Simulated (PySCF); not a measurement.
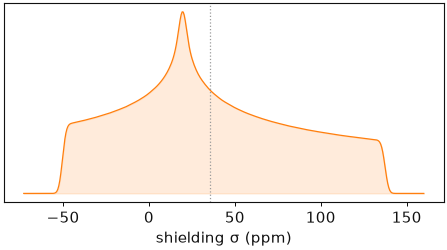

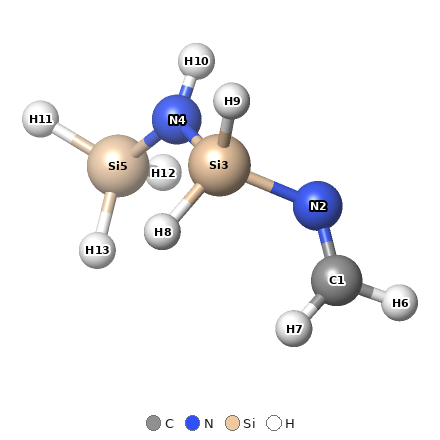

Static powder pattern (¹³C) from GIAO shielding tensors of CH₈N₂Si₂, SMILES C=N[SiH2]N[SiH3], PBE0/6-31G(d) in PySCF, at a PBE0-D3(BJ)/def2-SVP geometry (no frequency check); absolute shielding, one fixed geometry of the isolated molecule without any motion, no dipolar terms. The dotted line is the isotropic value; skew is 3(σiso − σ22)/span.

Q: The pattern belongs to C1. Give the principal values, span and skew.

A: C1: σ11, σ22, σ33 = −50, 20, 137 ppm, isotropic 36, span 188 ppm, skew 0.25.

Caveats: one conformer of a flexible molecule.
